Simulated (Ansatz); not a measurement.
**AsH3 (SMILES [H][As]([H])[H]): the vertical electron affinity, rung by rung**

AsH3 has 4 atoms, charge 0, and is taken as a singlet. As SMILES, `[H][As]([H])[H]`. Geometry: a GFN2-xTB relaxation, a rough one for these elements and not checked as a minimum.

Each level gives the vertical electron affinity (to the doublet anion) (eV). The values are calculated.

The electron affinity is E(neutral) − E(anion): positive where the electron is bound.

```json
{"level": "HF/STO-3G", "kind": "Hartree–Fock", "program": "Ansatz", "value (eV)": "-10.84", "less FCI/STO-3G": "+0.36"}
{"level": "BLYP/STO-3G", "kind": "GGA", "program": "Ansatz", "value (eV)": "-9.83", "less FCI/STO-3G": "+1.37"}
{"level": "r2SCAN/STO-3G", "kind": "meta-GGA", "program": "Ansatz", "value (eV)": "-9.77", "less FCI/STO-3G": "+1.43"}
{"level": "PBE0/STO-3G", "kind": "global hybrid", "program": "Ansatz", "value (eV)": "-9.84", "less FCI/STO-3G": "+1.36"}
{"level": "r2SCAN0/STO-3G", "kind": "hybrid meta-GGA", "program": "Ansatz", "value (eV)": "-9.79", "less FCI/STO-3G": "+1.41"}
{"level": "wB97M-V/STO-3G", "kind": "range-separated hybrid", "program": "Ansatz", "value (eV)": "-9.98", "less FCI/STO-3G": "+1.22"}
{"level": "BCCD(T)/STO-3G", "kind": "coupled cluster or CI", "program": "Ansatz", "value (eV)": "-11.20", "less FCI/STO-3G": "0.00"}
{"level": "CCSDTQ/STO-3G", "kind": "coupled cluster or CI", "program": "Ansatz", "value (eV)": "-11.20", "less FCI/STO-3G": "0.00"}
{"level": "FCI/STO-3G", "kind": "exact in the basis", "program": "Ansatz", "value (eV)": "-11.20", "less FCI/STO-3G": "0.00"}
```

FCI/STO-3G is exact within its basis and frozen core, so for wave-function methods in that basis the difference is their error; functionals converge differently with the basis, so for them it is only a difference. All-electron rows without a relativistic Hamiltonian named are non-relativistic. The values span -11.20 to -9.77 eV. All rows use very small basis sets, so even the best lies far from the true value. In the correlated wave-function rows the outer d shell of As is correlated, in sets not made for it. Negative values mean that the anion is unbound at that level; they are set by how diffuse the basis is and aren't properties of the molecule.

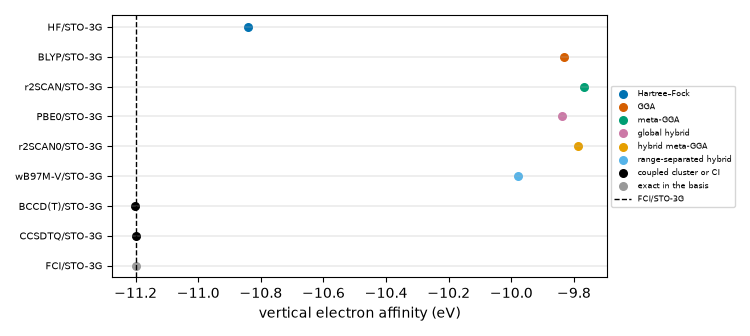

The values of the table, level by level.
